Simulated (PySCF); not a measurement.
## Geometry relaxation of B₂PH₇

B₂PH₇, computed with PBE0-D3(BJ)/def2-SVP geometry optimisation, gas phase (PySCF 2.14.0).

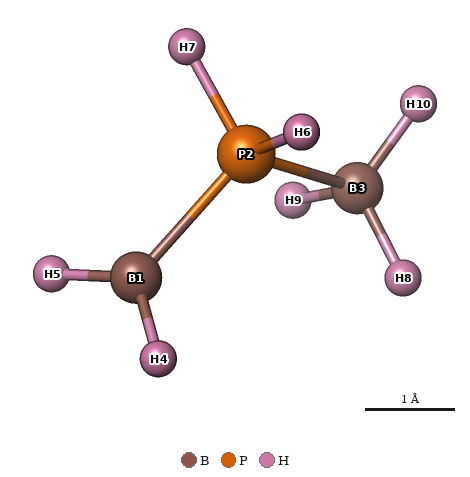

*The input geometry (ball-and-stick view, seen at a tilt; atoms are numbered from 1 in the order of the input).*

Bond lengths as drawn: B–H 1.15 to 1.22 Å, B–P 1.87 to 1.96 Å and H–P 1.39 Å.

Input:
```
{"job": {"xc": "PBE0", "basis": "def2-SVP", "d3": "d3bj", "grid": 1, "shake": 0.01, "kind": "geom"}, "charge": 0, "multiplicity": 1}
B      1.702680    -0.261970    -0.118710
P      0.082810     0.645290    -0.327530
B     -1.389240    -0.429450     0.382690
H      2.056400    -0.998080    -0.940850
H      2.271780    -0.134550     0.867070
H     -0.095050     1.028520    -1.647310
H      0.183390     1.911140     0.230930
H     -1.347450    -1.412800    -0.275210
H     -1.076140    -0.617420     1.548470
H     -2.338740     0.248400     0.259380
```

The first line tells a small driver script what to run in PySCF; the rest is the geometry in Å.

Hardware: 1 CPU thread, shared host.

Launched with:
```bash
OMP_NUM_THREADS=1 python <driver script> task.json out
```

Log:
```
step   0  E = -394.85042722  max force = 0.027112
step   1  E = -394.85615746  max force = 0.004804
step   2  E = -394.85630568  max force = 0.001176
step   3  E = -394.85631773  max force = 0.000576
step   4  E = -394.85632163  max force = 0.000362
optimisation converged
```

Trajectory as extended XYZ (Å, eV, eV/Å), 5 frames, from step=0 to step=4:
```
10
Properties=species:S:1:pos:R:3:forces:R:3 step=0 energy=-10744.42740
B     1.7027   -0.2620   -0.1187   -0.6597   0.3913  -0.5035
P     0.0828    0.6453   -0.3275   -0.6011  -0.0838   0.1654
B    -1.3892   -0.4294    0.3827    0.8642  -0.2158   0.8234
H     2.0564   -0.9981   -0.9408    0.3185  -0.7709  -0.8338
H     2.2718   -0.1346    0.8671    0.7818   0.1537   1.3942
H    -0.0950    1.0285   -1.6473    0.0046  -0.0196  -0.7708
H     0.1834    1.9111    0.2309    0.1607   0.5354   0.4710
H    -1.3475   -1.4128   -0.2752   -0.0397  -0.6991  -0.5060
H    -1.0761   -0.6174    1.5485    0.0393   0.0077  -0.0040
H    -2.3387    0.2484    0.2594   -0.8687   0.7012  -0.2358
10
Properties=species:S:1:pos:R:3:forces:R:3 step=1 energy=-10744.58332
B     1.8055   -0.2746   -0.0905    0.1813  -0.0231   0.1058
P     0.1557    0.6286   -0.3013    0.0483   0.2470  -0.0980
B    -1.2520   -0.5219    0.4397   -0.2242   0.0414  -0.1353
H     2.1792   -1.0393   -0.9431   -0.0358   0.0189   0.0378
H     2.3978   -0.1443    0.9559   -0.0761  -0.0351  -0.1308
H     0.0140    0.9830   -1.6707   -0.0163  -0.0678   0.1384
H     0.2924    1.9065    0.3067   -0.0432  -0.1380  -0.0399
H    -1.2111   -1.5209   -0.2645   -0.0075   0.0704   0.0245
H    -0.9188   -0.7012    1.5945    0.0522   0.0075   0.0871
H    -2.2569    0.1724    0.3014    0.1214  -0.1214   0.0104
10
Properties=species:S:1:pos:R:3:forces:R:3 step=2 energy=-10744.58736
B     1.8106   -0.2723   -0.0876    0.0026  -0.0182   0.0175
P     0.1584    0.6339   -0.3006    0.0546   0.0513  -0.0020
B    -1.2525   -0.5193    0.4365   -0.0605   0.0023  -0.0050
H     2.1675   -1.0410   -0.9413    0.0029   0.0002   0.0059
H     2.4017   -0.1531    0.9545   -0.0093  -0.0014  -0.0290
H     0.0123    0.9795   -1.6649   -0.0078  -0.0129   0.0016
H     0.2849    1.9059    0.3067   -0.0200  -0.0064   0.0068
H    -1.2053   -1.5151   -0.2668    0.0000   0.0076   0.0030
H    -0.9147   -0.6935    1.5953    0.0111   0.0036   0.0037
H    -2.2571    0.1634    0.2961    0.0263  -0.0262  -0.0024
10
Properties=species:S:1:pos:R:3:forces:R:3 step=3 energy=-10744.58768
B     1.8104   -0.2740   -0.0873   -0.0174   0.0020  -0.0004
P     0.1600    0.6370   -0.2992    0.0296   0.0034  -0.0050
B    -1.2528   -0.5185    0.4356   -0.0050  -0.0082   0.0133
H     2.1661   -1.0442   -0.9399   -0.0056  -0.0015  -0.0025
H     2.4028   -0.1549    0.9523    0.0070   0.0011   0.0065
H     0.0122    0.9790   -1.6636   -0.0037   0.0020  -0.0074
H     0.2809    1.9082    0.3094   -0.0044   0.0032   0.0059
H    -1.2022   -1.5138   -0.2672    0.0024  -0.0050  -0.0005
H    -0.9140   -0.6904    1.5950    0.0003   0.0003  -0.0048
H    -2.2575    0.1600    0.2929   -0.0033   0.0027  -0.0050
10
Properties=species:S:1:pos:R:3:forces:R:3 step=4 energy=-10744.58779
B     1.8097   -0.2742   -0.0857   -0.0186   0.0008  -0.0076
P     0.1614    0.6391   -0.2985    0.0087   0.0020  -0.0023
B    -1.2520   -0.5186    0.4349    0.0117  -0.0098   0.0096
H     2.1593   -1.0455   -0.9397    0.0015  -0.0040   0.0007
H     2.4045   -0.1569    0.9526    0.0062   0.0013   0.0063
H     0.0133    0.9796   -1.6635    0.0005   0.0043  -0.0015
H     0.2789    1.9103    0.3109   -0.0014   0.0023   0.0021
H    -1.1980   -1.5146   -0.2668    0.0021  -0.0047   0.0000
H    -0.9139   -0.6885    1.5947   -0.0028  -0.0002  -0.0029
H    -2.2573    0.1578    0.2893   -0.0080   0.0079  -0.0044
```

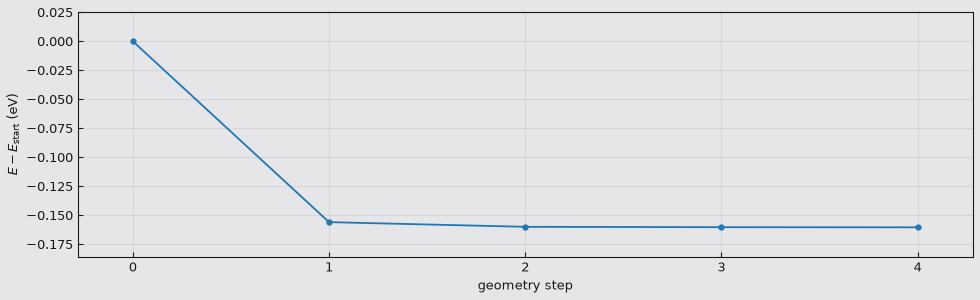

*Progress of the relaxation, step by step (steps are counted from 0).*

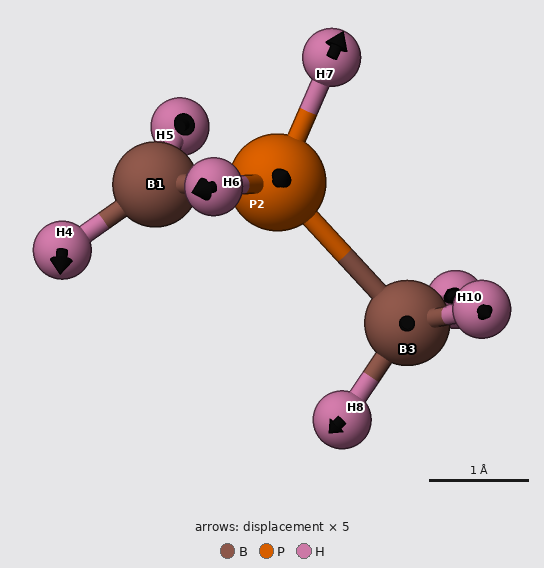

*The starting structure with the displacements as black arrows, magnified 5 times (ball-and-stick view, seen at a tilt). The two geometries are laid on each other by the best rigid fit.*

The atom that moves furthest after the best rigid fit is H7 (0.060 Å). Largest moves by element: H 0.060 Å, P 0.049 Å, B 0.028 Å. Among the contacts that change: B1–H5 1.145 → 1.202 Å, B3–H10 1.173 → 1.220 Å, B1–H4 1.159 → 1.203 Å, B3–H8 1.184 → 1.220 Å. Among the angles that change: H6–P2–H7 98.1° → 102.0°, B1–P2–B3 110.2° → 107.4°, B1–P2–H6 110.6° → 108.4°. After 4 geometry steps the energy has fallen by 0.160 eV. Largest force component: 1.4 eV/Å at the start, 0.019 eV/Å at the end. (Atoms are counted from 1 in the order of the input.)

Results in brief:

| quantity | value |
| --- | --- |
| outcome | converged |
| total energy | −394.856322 hartree |
| dipole moment | 4.30 D |
| point group | C1 |
| wall time | 6.6 s |
| peak memory | 0.34 GiB |
